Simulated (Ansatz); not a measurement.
Partial pair distribution functions of a relaxed model of amorphous In24O39Ga2, broadened by 0.06 Å; density 6.35 g/cm³. All values below come from PBE, scalar-relativistic without spin-orbit coupling (plane waves to 420 eV, PAW; Ansatz, an electronic-structure program).

A CHGNet melt-quench gave the starting glass, which DFT then relaxed. O atoms were pushed apart under 1.9 Å during the dynamics, to hinder bonds among them. The hot cell started wider than the set density and was brought back towards it in steps. It is the lowest in DFT energy of 2 quenches. It is a model cell: composition and starting density were chosen by hand, and all elements were melted together. No dispersion term was used. Its density started from a set value of 6.42 and ended at 6.35 g/cm³. Cooling (nominally 280 K/ps over its main leg) ran many orders faster than in experiment, which tends to leave more defects and strain. A cell of this size samples the disorder only roughly. Volume and shape were free in the relaxation.

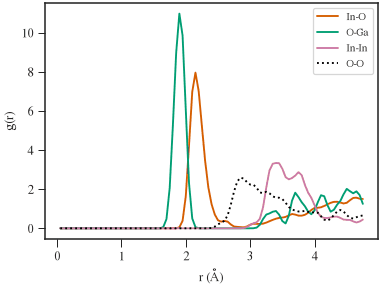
Figure: Partial pair distribution functions

Highest peaks under 4.5 Å: In-O near 2.15 Å, O-Ga near 1.90 Å, In-In near 3.40 Å, O-O near 2.85 Å; pairs of few atoms are noisy.

Within 2.78 Å each In has 5.50 O neighbours on average.
